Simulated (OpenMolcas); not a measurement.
# SnSiH4ClF (SMILES [F][SnH]([SiH3])[Cl]): methods side by side

SnSiH4ClF has 8 atoms, charge 0, and is taken as a singlet. SMILES: `[F][SnH]([SiH3])[Cl]`. The coordinates come from a PBE0-D4/def2-TZVP relaxation.

Quantity: the dipole moment, in D. The values are calculated.

```tsv
level	kind	program	value (D)
HF/def2-SVP (core potential)	Hartree–Fock	OpenMolcas	4.13
BLYP/def2-SVP (core potential)	GGA	OpenMolcas	3.35
PBE/def2-SVP (core potential)	GGA	OpenMolcas	3.37
revPBE/def2-SVP (core potential)	GGA	OpenMolcas	3.38
TPSS/def2-SVP (core potential)	meta-GGA	OpenMolcas	3.44
r2SCAN/def2-SVP (core potential)	meta-GGA	OpenMolcas	3.61
BHLYP/def2-SVP (core potential)	global hybrid	OpenMolcas	3.88
PBE0/def2-SVP (core potential)	global hybrid	OpenMolcas	3.66
```

The values span 3.35 to 4.13 D. Magnitudes only.

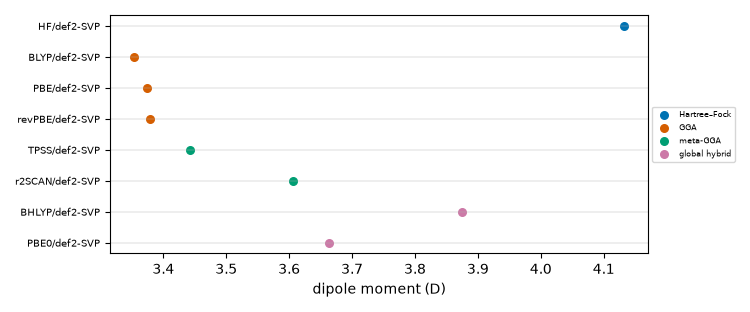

The values of the table, level by level.
